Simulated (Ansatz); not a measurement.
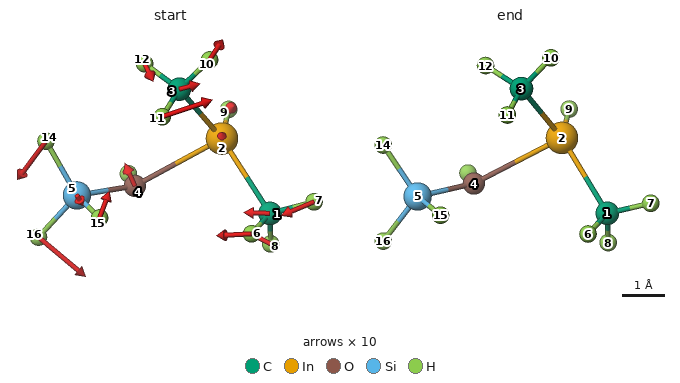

The structure of C2H11InOSi before (left) and after (right) a relaxation, at one scale. The red arrows give the displacements, 10 times their true length.

Style: ball-and-stick. Shown at a tilt.

The start comes from PBE-D4/def2-SVP.

These are results of Ansatz, RKS PBE0-D4/def2-TZVP, not measurements. (force threshold 0.005 eV/Å; at most 150 steps)

**Summarise the run.**

The atom that moves furthest after the best rigid fit is an H atom (0.15 Å). By element the largest moves are H 0.15 Å, C 0.06 Å, O 0.06 Å, Si 0.04 Å, In 0.03 Å. Some distances before and after: O–Si 1.712 → 1.671 Å, C–In 2.199 → 2.168 Å, H–In 1.769 → 1.746 Å, H–Si 1.502 → 1.483 Å. The energy falls by 1.80 kcal/mol in 12 geometry steps. Largest force component: 0.78 eV/Å at the start, 0.0042 eV/Å at the end.
